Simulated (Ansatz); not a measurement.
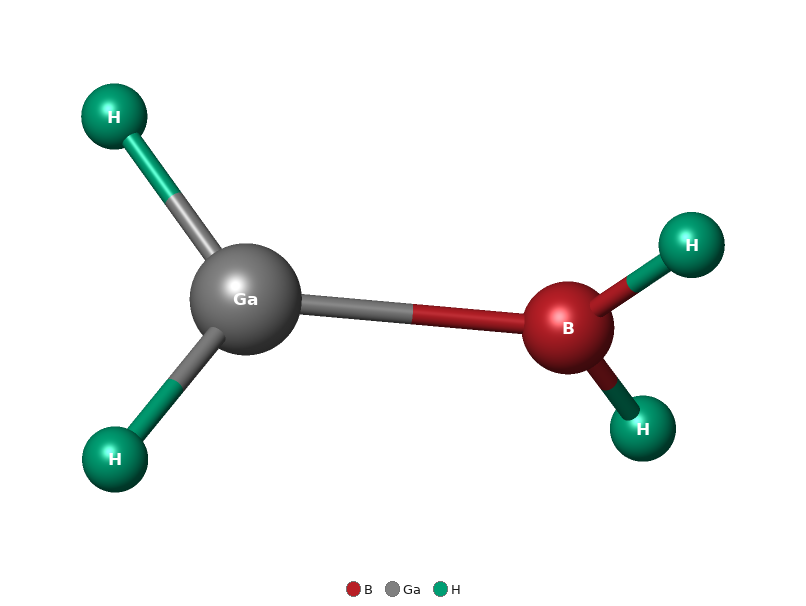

Sticks follow a distance rule. Harmonic vibrations computed with RKS PBE0-D4/def2-TZVP (Ansatz 0.2.0) at a stationary point of the same level.

### How many imaginary frequencies does it have?

A minimum: no imaginary frequency, and the lowest mode lies at 296 cm⁻¹.

### How many vibrational modes are there, and where do they lie?

12 modes: 296, 324, 398, 528, 655, 751, 873, 1147, 1937, 1941, 2568, 2648 cm⁻¹.
